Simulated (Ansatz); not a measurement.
# Frequency calculation of TaH4ClO3F2

System: TaH4ClO3F2.
Method: RKS PBE0-D4/def2-SVP (Ansatz 0.2.0).

It belongs to a series of runs on one base structure; here: vibrations at the highest image of the band. Figures and captions count atoms from 1; the log counts them from 0 in places.

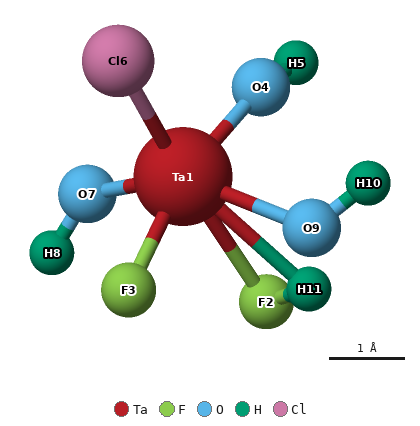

Figure 1. The structure as given in the input (ball-and-stick view, seen at a tilt; atoms are numbered from 1 in the order of the input). Sticks mark near contacts. Bond lengths as drawn: Cl–Ta 2.30 Å, F–H 1.04 Å, F–Ta 1.90 to 2.29 Å, H–O 0.96 Å, H–Ta 2.27 Å and O–Ta 1.88 to 2.05 Å.

## Input
```yaml
crystal:
  periodic: [false, false, false]
  atoms:
    - { symbol: Ta, position_ang: [-0.331845, 0.402853, -0.223935] }
    - { symbol: F, position_ang: [1.772469, -0.493555, -0.106745] }
    - { symbol: F, position_ang: [0.109709, 0.797211, 1.576349] }
    - { symbol: O, position_ang: [-0.307217, -0.07393, -2.046849] }
    - { symbol: H, position_ang: [-0.106161, -0.608547, -2.815364] }
    - { symbol: Cl, position_ang: [-2.222117, 1.713159, -0.295848] }
    - { symbol: O, position_ang: [-0.881505, -1.307797, 0.344029] }
    - { symbol: H, position_ang: [-0.622838, -1.823763, 1.114483] }
    - { symbol: O, position_ang: [1.240203, 1.666077, -0.585737] }
    - { symbol: H, position_ang: [1.341118, 2.017507, -1.478357] }
    - { symbol: H, position_ang: [1.936885, 0.506785, -0.329326] }
basis:
  gaussian: { orbitals: def2-SVP }
hamiltonian:
  xc: pbe0
  dispersion: d4
phonons: {}
```

Launched with:
```bash
ansatz run input.yaml --threads 4 --pin off --max-ram 5120MiB --backend cpu --events-out ev --progress --plain --runs-dir out
```

## Log
```
Engine: ansatz 0.2.0, aarch64-unknown-linux-gnu
Functional definition: PBE0
  parameter a = 0.25
  parameter kappa = 0.804
  parameter beta = 0.06672455060314922
  exchange = (1 - a)*pbe_x(kappa = kappa, mu = beta*pi^2/3) + a*exact_x
  correlation = pbe_c(beta = beta)
1433 factors; integrals over basis functions are off by at most 2.9e-4 eV
mean field evaluation 1: about -25679.1975 eV, gradient 9.0e1 eV
mean field evaluation 2: about -25602.6726 eV, gradient 2.2e2 eV
mean field evaluation 4: about -25693.0798 eV, gradient 1.3e1 eV
mean field evaluation 8: about -25693.4643 eV, gradient 3.4e-1 eV
mean field evaluation 16: about -25693.4646 eV, gradient 1.2e-4 eV
mean field -25693.46458347 eV, -944.2174077867 hartree, gradient 5.4e-5 eV, S^2 0.000000; 0 other end points of the search recorded, 0 dependent functions left out
the calculation of the forces begins
reference -25693.46463607 eV, -944.2174097199 hartree; 38, 38 occupied and 102, 102 virtual orbitals, 1433 factors
these checks for a lower state are left out or cut short: stability, starts, cluster_reference, orbital_swaps, neighbouring_geometries, increment
1433 factors; integrals over basis functions are off by at most 2.9e-4 eV
mean field -25693.46444907 eV, -944.2174028476 hartree, gradient 2.6e-6 eV, S^2 0.000000; 0 other end points of the search recorded, 0 dependent functions left out
[... from here on the field's lines of each further geometry are left out, up to the last ...]
the calculation of the forces begins
reference -25693.46461674 eV, -944.2174090093 hartree; 38, 38 occupied and 102, 102 virtual orbitals, 1433 factors
these checks for a lower state are left out or cut short: stability, starts, cluster_reference, orbital_swaps, neighbouring_geometries, increment
1433 factors; integrals over basis functions are off by at most 2.9e-4 eV
mean field -25693.46457355 eV, -944.2174074221 hartree, gradient 1.8e-6 eV, S^2 0.000000; 0 other end points of the search recorded, 0 dependent functions left out
the calculation of the forces begins
reference -25693.46462615 eV, -944.2174093553 hartree; 38, 38 occupied and 102, 102 virtual orbitals, 1433 factors
WARN: phonons: modes at or below zero, which the zero-point energy, F, S and C_V leave out: 1, the lowest at -171.30 cm⁻¹. A minimum has none, and a first-order saddle one
Total energy: -25693.67744665 eV, -944.2252303642 hartree
Atom 0 at    -0.331845     0.402853    -0.223935 Å, force    -0.002689    -0.003423     0.001276 eV/Å
Atom 1 at     1.772469    -0.493555    -0.106745 Å, force    -0.003485    -0.011943     0.002418 eV/Å
Atom 2 at     0.109709     0.797211     1.576349 Å, force     0.000394     0.001108    -0.000894 eV/Å
Atom 3 at    -0.307217    -0.073930    -2.046849 Å, force     0.003729    -0.002132     0.000596 eV/Å
Atom 4 at    -0.106161    -0.608547    -2.815364 Å, force    -0.002331     0.002380    -0.001918 eV/Å
Atom 5 at    -2.222117     1.713159    -0.295848 Å, force    -0.001475     0.000731    -0.000234 eV/Å
Atom 6 at    -0.881505    -1.307797     0.344029 Å, force    -0.000244     0.002098    -0.000426 eV/Å
Atom 7 at    -0.622838    -1.823763     1.114483 Å, force     0.001332    -0.001985     0.000994 eV/Å
Atom 8 at     1.240203     1.666077    -0.585737 Å, force     0.000618     0.006220     0.001440 eV/Å
Atom 9 at     1.341118     2.017507    -1.478357 Å, force     0.000156    -0.002361    -0.001520 eV/Å
Atom 10 at     1.936885     0.506785    -0.329326 Å, force     0.003995     0.009306    -0.001733 eV/Å
Dipole moment:     0.267266    -0.305187    -0.655937 e Å
Vibrations: -171.30 61.40 110.87 141.99 147.78 179.24 195.79 223.16 274.98 312.67 325.94 361.75 384.77 432.00 481.63 561.07 616.53 657.07 699.48 733.10 753.68 1063.30 1255.36 2214.44 3895.15 3932.55 4001.25 cm⁻¹, zero-point energy 1.488862 eV
```

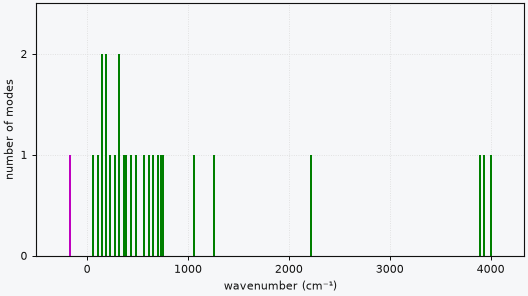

Figure 2. Harmonic vibrational wavenumbers from the force constants; neighbouring modes closer than 19 cm⁻¹ are counted in one stick, and imaginary ones are drawn at negative wavenumbers. 27 modes from 171i to 4001 cm⁻¹, 1 imaginary beyond 8i (171i cm⁻¹): a first-order saddle point, if the geometry is stationary.

## Results in brief

| quantity | value |
| --- | --- |
| outcome | converged |
| total energy | −25693.6774 eV |
| mean-field energy | −25693.4646 eV |
| largest force (length of the vector) | 0.013 eV/Å |
| hardware | 4 threads of Arm Neoverse V2, 24 GiB of memory available, shared host |
| wall time | 2 min (CPU time 7.6 min) |
| peak memory | 0.43 GiB |
